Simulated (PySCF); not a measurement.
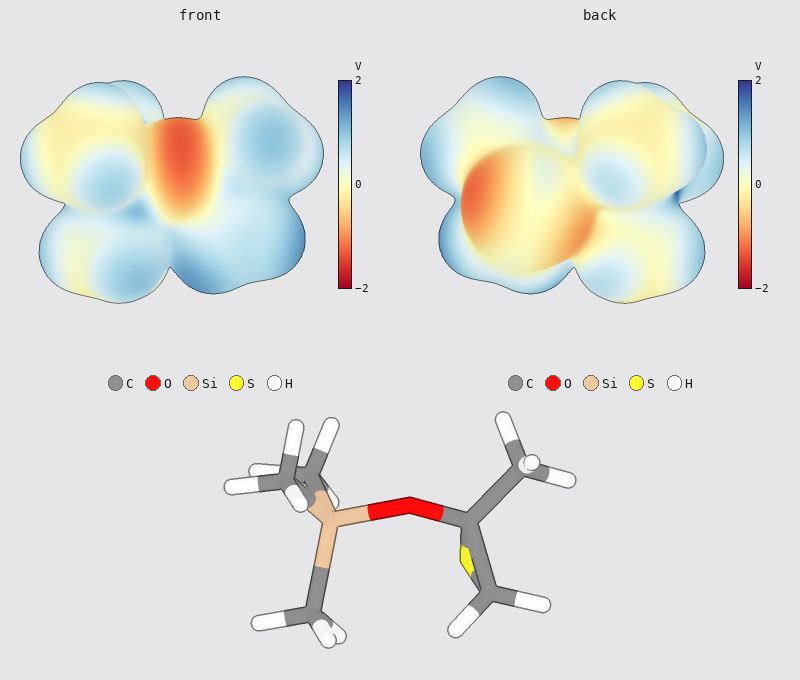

C6H14OSSi (SMILES C[C@]1(O[Si](C)(C)C)CS1). The molecular electrostatic potential painted on the density surface at 0.004 e/bohr³, seen from the front and from behind; red is negative and blue positive. The bare structure is drawn below in the same view.

Geometry: GFN2-xTB.

Theory: PySCF 2.14.0, PBE0/pcSseg-1, SCF density, gas phase, non-relativistic.

| atom | x (Å) | y (Å) | z (Å) |
| --- | --- | --- | --- |
| C | 2.8577 | 0.5354 | -0.4073 |
| C | 1.6405 | -0.0769 | 0.2440 |
| O | 0.5146 | 0.6332 | 0.0036 |
| Si | -1.0590 | 0.1804 | -0.2238 |
| C | -1.7618 | -0.7520 | 1.2852 |
| C | -1.2346 | -0.8726 | -1.8012 |
| C | -1.8590 | 1.8908 | -0.4038 |
| C | 1.7882 | -0.7766 | 1.5453 |
| S | 1.5414 | -1.9012 | 0.1575 |
| H | 3.7347 | -0.0878 | -0.2526 |
| H | 2.6824 | 0.6464 | -1.4744 |
| H | 3.0319 | 1.5224 | 0.0199 |
| H | -1.3047 | -1.7315 | 1.3907 |
| H | -1.5830 | -0.2023 | 2.2068 |
| H | -2.8324 | -0.9043 | 1.1966 |
| H | -0.8975 | -1.8940 | -1.6486 |
| H | -0.6425 | -0.4534 | -2.6099 |
| H | -2.2645 | -0.9117 | -2.1382 |
| H | -2.9296 | 1.7950 | -0.5400 |
| H | -1.6939 | 2.5036 | 0.4758 |
| H | -1.4656 | 2.4313 | -1.2577 |
| H | 2.7680 | -0.8236 | 2.0009 |
| H | 0.9638 | -0.7238 | 2.2414 |

**Which sites attract a positive test charge, and which a negative one?**

A positive charge is drawn to the negative regions and a negative charge to the positive ones. The most negative region (about −1.3 V) lies over O3, the most positive (about +1.4 V) over Si4 and H22. O3 is the likeliest acceptor of a hydrogen bond.
